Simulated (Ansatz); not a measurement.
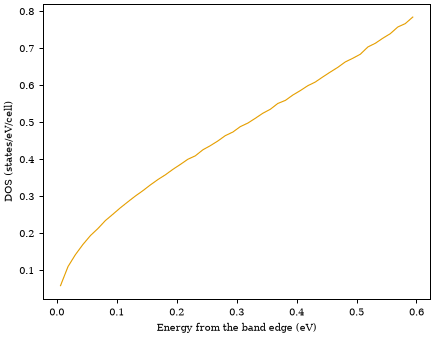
Fig. 1. Density of states of ZnS (F-43m) below the valence band maximum, HSE06, rigid bands run with Ansatz (a first-principles code); cell volume 38.4 Å³.

### Question
What effective density of states at 300 K does this give (∫ g(E) exp(−E/k_BT) dE, both spins, divided by the cell's size)?

### Answer
7.7e19 cm⁻³, a density-of-states mass of 2.1 mₑ, valleys and band degeneracy included.

Spin-orbit coupling is left out; where it splits the top of the valence band, N_v and the p-type Seebeck coefficient come out somewhat high without it. Geometry: cell and atoms relaxed with PBEsol.
